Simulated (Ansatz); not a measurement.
# CH₆BNO: geometry and vibrations

What shape does CH₆BNO take? The plan is to relax it, check the end point by its vibrations and derive ideal-gas thermochemistry.

Computed with Ansatz 0.2.0, Gaussian basis. Level: RKS PBE0-D4/def2-TZVP.

Levels to be run: relaxation at PBE-D4/def2-SVP; relaxation at PBE0-D4/def2-TZVP; harmonic vibrations at the same level.

1 further run of the same task is left out (set aside as unsound or not needed).

### Step 1. Where the work starts

10 atoms, charge 0, spin multiplicity 1.

Atoms are counted from 1 here; the program's logs count them from 0.

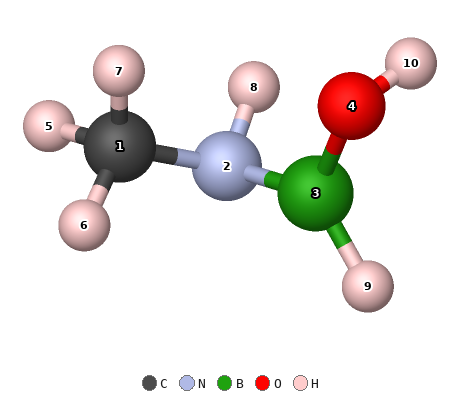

Start geometry, drawn with carbon dark grey, nitrogen light blue, boron green, oxygen red, hydrogen pink; atoms are numbered from 1 in the order of the file.

As a file:

```mol
CH6BNO
  3D, bonds by distance, orders not assigned

 10  9  0  0  0  0  0  0  0  0999 V2000
   -1.1110    0.5252   -0.3562 C   0  0
   -0.5295   -0.7032   -0.0181 N   0  0
    0.7147   -0.4479    0.7781 B   0  0
    1.9391    0.2986    0.2020 O   0  0
   -2.0843    0.3602   -0.9627 H   0  0
   -1.4471    1.1467    0.5474 H   0  0
   -0.4613    1.1970   -0.9957 H   0  0
   -0.2024   -1.1590   -0.9105 H   0  0
    0.8439   -0.8646    1.9295 H   0  0
    2.4210   -0.4041   -0.2109 H   0  0
  1  2  8  0
  2  3  8  0
  3  4  8  0
  1  5  8  0
  1  6  8  0
  1  7  8  0
  2  8  8  0
  3  9  8  0
  4 10  8  0
M  END
```

The start is a force-field geometry with small random shifts, so a cheaper pass at PBE-D4/def2-SVP comes first.

### Step 2. Relaxation at PBE-D4/def2-SVP (cheap first pass)

Contents of in.yaml:

```yaml
crystal:
  periodic: [false, false, false]
  atoms:
    - {symbol: C, position_ang: [-1.111000, 0.525200, -0.356200]}
    - {symbol: N, position_ang: [-0.529500, -0.703200, -0.018100]}
    - {symbol: B, position_ang: [0.714700, -0.447900, 0.778100]}
    - {symbol: O, position_ang: [1.939100, 0.298600, 0.202000]}
    - {symbol: H, position_ang: [-2.084300, 0.360200, -0.962700]}
    - {symbol: H, position_ang: [-1.447100, 1.146700, 0.547400]}
    - {symbol: H, position_ang: [-0.461300, 1.197000, -0.995700]}
    - {symbol: H, position_ang: [-0.202400, -1.159000, -0.910500]}
    - {symbol: H, position_ang: [0.843900, -0.864600, 1.929500]}
    - {symbol: H, position_ang: [2.421000, -0.404100, -0.210900]}
basis:
  gaussian: {orbitals: def2-SVP}
hamiltonian: {xc: pbe, dispersion: d4}
relax: {f_tol: 0.03, max_steps: 200}
```

Launch:

```bash
$ ansatz run in.yaml --threads 2 --pin off --events-out ev --progress --plain --max-ram 4352MiB
```

Output, shortened:

```text
Functional definition: PBE
  name "PBE"
  cite "Perdew, Burke & Ernzerhof, Phys. Rev. Lett. 77, 3865 (1996) doi:10.1103/PhysRevLett.77.3865"
  parent pbe
[...]
975 factors; their error is unknown
[...]
mean field -5337.47616419 eV, -196.1486311626 hartree, gradient 3.0e-5 eV, S^2 0.000000; 0 other end points of the search recorded, 0 dependent functions left out
[...]
reference -5337.47619562 eV, -196.1486323179 hartree; 16, 16 occupied and 70, 70 virtual orbitals, 975 factors
relax step   1: F+E_penalty+E_count = -5337.61416063 eV  Δ(F+E_penalty+E_count) = +0.000e0 eV  max|allowed force component| = 3.774e0 eV/Å  Δτ_max = 0.0000 Å  (27 SCF iters, accepted)
[...]
relax step   4: F+E_penalty+E_count = -5338.50879472 eV  Δ(F+E_penalty+E_count) = -2.138e-1 eV  max|allowed force component| = 1.555e0 eV/Å  Δτ_max = 0.1976 Å  (35 SCF iters, accepted)
[...]
relax step   7: F+E_penalty+E_count = -5339.29181752 eV  Δ(F+E_penalty+E_count) = -2.836e-1 eV  max|allowed force component| = 9.829e-1 eV/Å  Δτ_max = 0.2000 Å  (35 SCF iters, accepted)
[...]
relax step  10: F+E_penalty+E_count = -5339.66828590 eV  Δ(F+E_penalty+E_count) = +1.091e-1 eV  max|allowed force component| = 2.698e0 eV/Å  Δτ_max = 0.1950 Å  (35 SCF iters, rejected (line search))
[...]
relax step  13: F+E_penalty+E_count = -5339.86293490 eV  Δ(F+E_penalty+E_count) = -1.652e-3 eV  max|allowed force component| = 6.784e-2 eV/Å  Δτ_max = 0.0392 Å  (29 SCF iters, accepted)
[...]
relax step  14: F+E_penalty+E_count = -5339.86331534 eV  Δ(F+E_penalty+E_count) = -3.804e-4 eV  max|allowed force component| = 1.225e-2 eV/Å  Δτ_max = 0.0134 Å  (29 SCF iters, accepted)
975 factors; their error is unknown
[...]
mean field -5339.73123654 eV, -196.2315035429 hartree, gradient 2.2e-5 eV, S^2 0.000000; 1 other end points of the search recorded, 0 dependent functions left out
[...]
reference -5339.73126889 eV, -196.2315047317 hartree; 16, 16 occupied and 70, 70 virtual orbitals, 975 factors
Total energy: -5339.86334769 eV, -196.2363585383 hartree
Atom 0 at    -1.348013     0.547951    -0.282730 Å, force    -0.000134    -0.000647     0.008188 eV/Å
Atom 1 at    -0.060304    -0.066840    -0.510705 Å, force     0.001039    -0.003085    -0.006663 eV/Å
Atom 2 at     0.933083    -0.336690     0.452182 Å, force    -0.011127     0.007435     0.008494 eV/Å
Atom 3 at     2.109267    -0.931447     0.039584 Å, force     0.012252    -0.006450    -0.005999 eV/Å
Atom 4 at    -2.195385    -0.114219    -0.572259 Å, force    -0.000092    -0.000019     0.000489 eV/Å
Atom 5 at    -1.460157     0.776712     0.795059 Å, force    -0.002413     0.002628     0.000468 eV/Å
Atom 6 at    -1.471087     1.504218    -0.840355 Å, force    -0.001197     0.000525    -0.002006 eV/Å
Atom 7 at     0.131968    -0.324391    -1.482623 Å, force     0.005395    -0.000919    -0.005309 eV/Å
Atom 8 at     0.727030    -0.037902     1.621064 Å, force     0.002460    -0.001076     0.003135 eV/Å
Atom 9 at     2.716698    -1.068493     0.783684 Å, force    -0.006183     0.001609    -0.000797 eV/Å
Dipole moment:    -0.066332     0.029123    -0.004203 e Å
```

Run time: 9 s. Hardware: 2 threads of AMD EPYC 9B45, shared host.

The steps of the relaxation: (the energy doesn't fall at every step)

```
step  energy from step 1 (eV)  largest force component (eV/Å)
   1                   0.0000                          3.7742
   2                  -0.4427                          1.7367
   3                  -0.6809                          1.3361
   4                  -0.8946                          1.5549
   5                  -1.1434                          1.4316
   6                  -1.3941                          1.1271
   7                  -1.6777                          0.9829
   8                  -1.9440                          1.2109
   9                  -2.1632                          0.5831
  10                  -2.0541                          2.6981
  11                  -2.2222                          0.2887
  12                  -2.2471                          0.1073
  13                  -2.2488                          0.0678
  14                  -2.2492                          0.0123
```

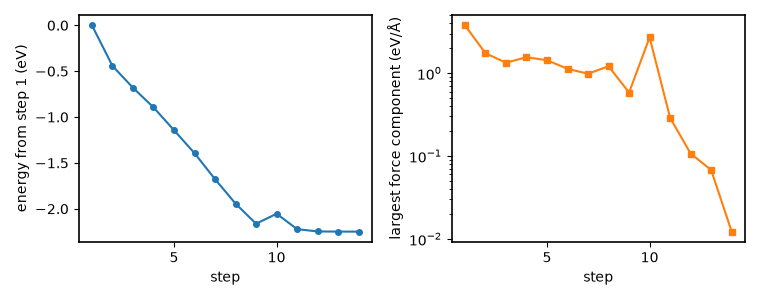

Energy and force, step by step.

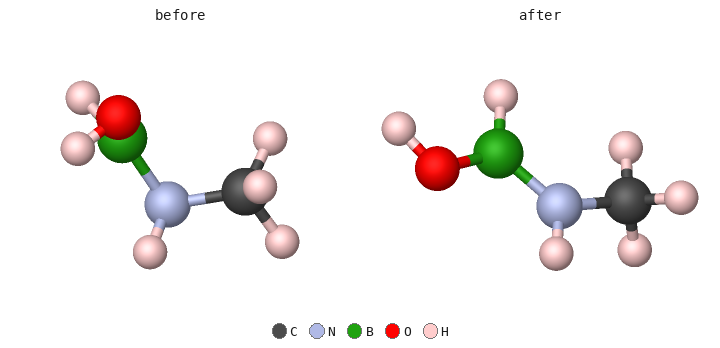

Before and after, at one scale.

Close pairs (by a distance rule), those that changed most:

```
  bond  before (Å)  after (Å)  change (Å)
 B3–O4       1.545      1.381      -0.164
 N2–B3       1.499      1.410      -0.090
 C1–H5       1.159      1.114      -0.045
 C1–N2       1.401      1.445      +0.045
 C1–H6       1.147      1.107      -0.040
 N2–H8       1.054      1.024      -0.030
O4–H10       0.947      0.970      +0.023
 C1–H7       1.132      1.114      -0.019
```

### Step 3. Geometry optimisation, PBE0-D4/def2-TZVP

Contents of in.yaml:

```yaml
crystal:
  periodic: [false, false, false]
  atoms:
    - {symbol: C, position_ang: [-1.348013, 0.547951, -0.282730]}
    - {symbol: N, position_ang: [-0.060304, -0.066840, -0.510705]}
    - {symbol: B, position_ang: [0.933083, -0.336690, 0.452182]}
    - {symbol: O, position_ang: [2.109267, -0.931447, 0.039584]}
    - {symbol: H, position_ang: [-2.195385, -0.114219, -0.572259]}
    - {symbol: H, position_ang: [-1.460157, 0.776712, 0.795059]}
    - {symbol: H, position_ang: [-1.471087, 1.504218, -0.840355]}
    - {symbol: H, position_ang: [0.131968, -0.324391, -1.482623]}
    - {symbol: H, position_ang: [0.727030, -0.037902, 1.621064]}
    - {symbol: H, position_ang: [2.716698, -1.068493, 0.783684]}
basis:
  gaussian: {orbitals: def2-TZVP}
hamiltonian: {xc: pbe0, dispersion: d4}
relax: {f_tol: 0.005, max_steps: 150}
```

Same command.

Output, shortened:

```text
Functional definition: PBE0
  name "PBE0"
  cite "Adamo & Barone, J. Chem. Phys. 110, 6158 (1999) doi:10.1063/1.478522"
  cite "Perdew, Burke & Ernzerhof, Phys. Rev. Lett. 77, 3865 (1996) doi:10.1103/PhysRevLett.77.3865"
  parent pbe
[...]
919 factors; their error is unknown
[...]
mean field -5346.33954708 eV, -196.4743544761 hartree, gradient 4.8e-5 eV, S^2 0.000000; 0 other end points of the search recorded, 0 dependent functions left out
[...]
reference -5346.33957771 eV, -196.4743556018 hartree; 16, 16 occupied and 144, 144 virtual orbitals, 919 factors
relax step   1: F+E_penalty+E_count = -5346.44910639 eV  Δ(F+E_penalty+E_count) = +0.000e0 eV  max|allowed force component| = 6.669e-1 eV/Å  Δτ_max = 0.0000 Å  (27 SCF iters, accepted)
[...]
Atom 0 at    -1.341412     0.545848    -0.278270 Å, force     0.000218    -0.000357     0.000234 eV/Å
Atom 1 at    -0.058866    -0.064883    -0.513217 Å, force    -0.001860     0.001269    -0.000644 eV/Å
Atom 2 at     0.917225    -0.330951     0.447695 Å, force    -0.001208     0.000164     0.001111 eV/Å
Atom 3 at     2.091440    -0.921552     0.048798 Å, force     0.000184     0.000124     0.000683 eV/Å
Atom 4 at    -2.168431    -0.115660    -0.557471 Å, force    -0.000303    -0.000462     0.000132 eV/Å
Atom 5 at    -1.440134     0.772384     0.784028 Å, force     0.000077     0.000124    -0.000353 eV/Å
Atom 6 at    -1.457594     1.483376    -0.832434 Å, force     0.000251     0.000233    -0.000289 eV/Å
Atom 7 at     0.128979    -0.314858    -1.471974 Å, force     0.001451    -0.000423     0.000299 eV/Å
Atom 8 at     0.716745    -0.041918     1.598168 Å, force     0.000578    -0.000190     0.000024 eV/Å
Atom 9 at     2.695148    -1.062888     0.777577 Å, force     0.000612    -0.000483    -0.001196 eV/Å
Dipole moment:    -0.099898     0.051280     0.039376 e Å
```

It took 7.5 s on 2 threads of AMD EPYC 9B45, shared host; peak memory 0.31 GiB.

Step by step:

```
step  energy from step 1 (eV)  largest force component (eV/Å)
   1                   0.0000                          0.6669
   2                  -0.0351                          0.2261
   3                  -0.0384                          0.0366
   4                  -0.0386                          0.0250
   5                  -0.0386                          0.0173
   6                  -0.0386                          0.0019
```

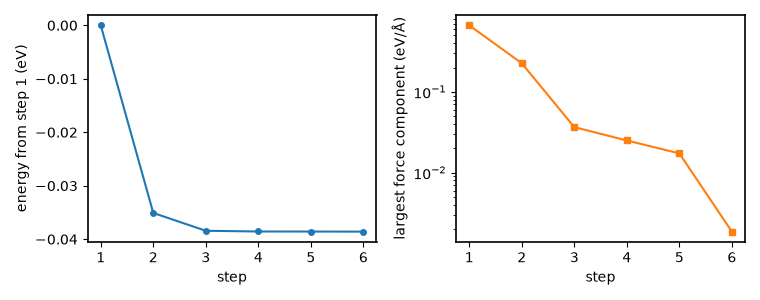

Energy and largest force along the relaxation.

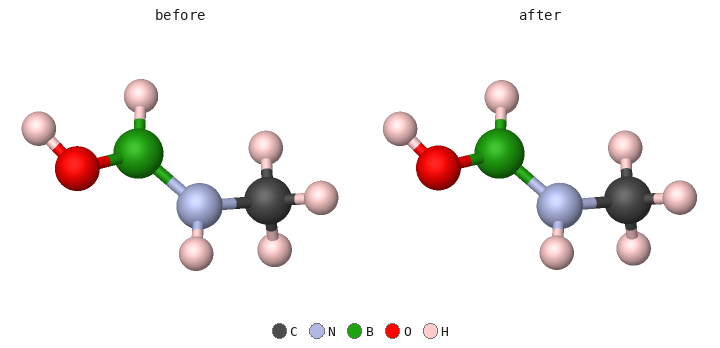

The geometry before (left) and after (right).

Distances of close pairs at the start and the end, largest changes first:

```
  bond  before (Å)  after (Å)  change (Å)
 B3–H9       1.224      1.203      -0.021
 C1–H7       1.114      1.095      -0.019
 C1–H5       1.114      1.095      -0.018
 C1–H6       1.107      1.091      -0.017
 N2–H8       1.024      1.008      -0.015
 N2–B3       1.410      1.395      -0.014
O4–H10       0.970      0.957      -0.013
 B3–O4       1.381      1.374      -0.008
```

Mulliken charges of the relaxed molecule (report file):

```
atom  value (e)
  C1      -0.26
  N2      -0.29
  B3       0.11
  O4      -0.44
  H5       0.12
  H6       0.13
  H7       0.12
  H8       0.21
  H9      -0.04
 H10       0.33
```

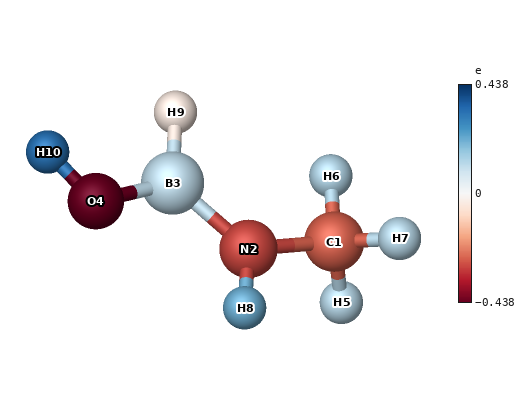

Mulliken charges of the relaxed molecule (report file), as colours on the atoms.

### Step 4. Vibrations by finite differences

Contents of in.yaml:

```yaml
crystal:
  periodic: [false, false, false]
  atoms:
    - {symbol: C, position_ang: [-1.341412, 0.545848, -0.278270]}
    - {symbol: N, position_ang: [-0.058866, -0.064883, -0.513217]}
    - {symbol: B, position_ang: [0.917225, -0.330951, 0.447695]}
    - {symbol: O, position_ang: [2.091440, -0.921552, 0.048798]}
    - {symbol: H, position_ang: [-2.168431, -0.115660, -0.557471]}
    - {symbol: H, position_ang: [-1.440134, 0.772384, 0.784028]}
    - {symbol: H, position_ang: [-1.457594, 1.483376, -0.832434]}
    - {symbol: H, position_ang: [0.128979, -0.314858, -1.471974]}
    - {symbol: H, position_ang: [0.716745, -0.041918, 1.598168]}
    - {symbol: H, position_ang: [2.695148, -1.062888, 0.777577]}
basis:
  gaussian: {orbitals: def2-TZVP}
hamiltonian: {xc: pbe0, dispersion: d4}
phonons: {temperatures: {t_min: 298.15, t_max: 900, t_step: 200}}
```

The command is unchanged.

Output, shortened:

```text
Functional definition: PBE0
  name "PBE0"
  cite "Adamo & Barone, J. Chem. Phys. 110, 6158 (1999) doi:10.1063/1.478522"
  cite "Perdew, Burke & Ernzerhof, Phys. Rev. Lett. 77, 3865 (1996) doi:10.1103/PhysRevLett.77.3865"
  parent pbe
[...]
919 factors; their error is unknown
[...]
mean field -5346.37774545 eV, -196.4757582404 hartree, gradient 4.8e-5 eV, S^2 0.000000; 0 other end points of the search recorded, 0 dependent functions left out
[...]
reference -5346.37777578 eV, -196.4757593550 hartree; 16, 16 occupied and 144, 144 virtual orbitals, 919 factors
[...]
919 factors; their error is unknown
mean field -5346.37756670 eV, -196.4757516713 hartree, gradient 2.0e-6 eV, S^2 0.000000; 0 other end points of the search recorded, 0 dependent functions left out
[...]
reference -5346.37759705 eV, -196.4757527868 hartree; 16, 16 occupied and 144, 144 virtual orbitals, 919 factors
[...]
Atom 3 at     2.091440    -0.921552     0.048798 Å, force     0.000195     0.000124     0.000694 eV/Å
Atom 4 at    -2.168431    -0.115660    -0.557471 Å, force    -0.000311    -0.000474     0.000130 eV/Å
Atom 5 at    -1.440134     0.772384     0.784028 Å, force     0.000075     0.000125    -0.000350 eV/Å
Atom 6 at    -1.457594     1.483376    -0.832434 Å, force     0.000255     0.000233    -0.000288 eV/Å
Atom 7 at     0.128979    -0.314858    -1.471974 Å, force     0.001456    -0.000429     0.000287 eV/Å
Atom 8 at     0.716745    -0.041918     1.598168 Å, force     0.000575    -0.000189     0.000017 eV/Å
Atom 9 at     2.695148    -1.062888     0.777577 Å, force     0.000595    -0.000478    -0.001211 eV/Å
Dipole moment:    -0.099898     0.051280     0.039376 e Å
Vibrations: 154.04 208.94 273.71 475.40 499.78 643.46 912.11 935.73 1021.45 1123.65 1152.36 1171.83 1253.42 1344.44 1457.57 1485.89 1503.02 1589.15 2576.91 3025.15 3072.74 3133.66 3618.19 3935.35 cm⁻¹, zero-point energy 2.266924 eV
```

Wall time 44 s (2 threads of AMD EPYC 9B45, shared host); peak memory 0.32 GiB.

Motions are named by where the mode's potential energy lies. The modes, unscaled (a negative number is an imaginary wavenumber):

```
mode  cm⁻¹                 motion
   1   154                torsion
   2   209                torsion
   3   274                   bend
   4   475                torsion
   5   500                   bend
   6   643                torsion
   7   912                torsion
   8   936                   bend
   9  1021                   bend
  10  1124  bend with B–O stretch
  11  1152                   bend
  12  1172  C–N stretch with bend
  13  1253  B–O stretch with bend
  14  1344                   bend
  15  1458                   bend
  16  1486                   bend
  17  1503                   bend
  18  1589  bend with B–N stretch
  19  2577            B–H stretch
  20  3025            C–H stretch
  21  3073            C–H stretch
  22  3134            C–H stretch
  23  3618            N–H stretch
  24  3935            O–H stretch
```

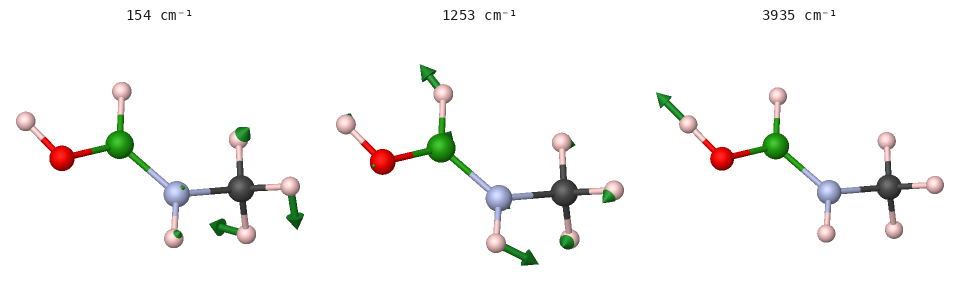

Displacements of 3 modes, as arrows.

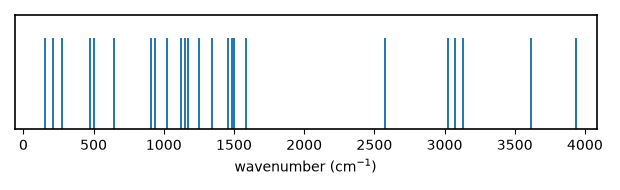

The harmonic wavenumbers as sticks (no intensities were computed).

From these modes and the moments of inertia (298.15 K, 1 bar, symmetry number 1):

```
                term            value
   zero-point energy     218.7 kJ/mol
          H(298) − E     235.1 kJ/mol
entropy, translation  159.7 J/(mol K)
   entropy, rotation   99.7 J/(mol K)
  entropy, vibration   36.0 J/(mol K)
      entropy, total  295.4 J/(mol K)
```

### Step 5. Outcome

| quantity | value |
| --- | --- |
| point group | Cs |
| steps | 14 + 6 |
| shift from the start (rms) | 0.875 Å |
| total energy | -5346.4877 eV |
| dispersion term | -110 meV |
| dipole moment | 0.57 D |
| lowest, highest wavenumber | 154, 3935 cm⁻¹ |
| zero-point energy | 218.7 kJ/mol |
| entropy at 298.15 K | 295.4 J/(mol K) |

In words: The relaxed geometry lies 0.88 Å (rms) from the start; the bond that changed most is B3–O4, from 1.545 to 1.374 Å. No mode is imaginary: a true minimum at this level. The stiffest mode, 3935 cm⁻¹, is an O–H stretch. Harmonic hybrid wavenumbers usually lie a few per cent above measured fundamentals. The largest Mulliken charge, -0.44 e, sits on O4.
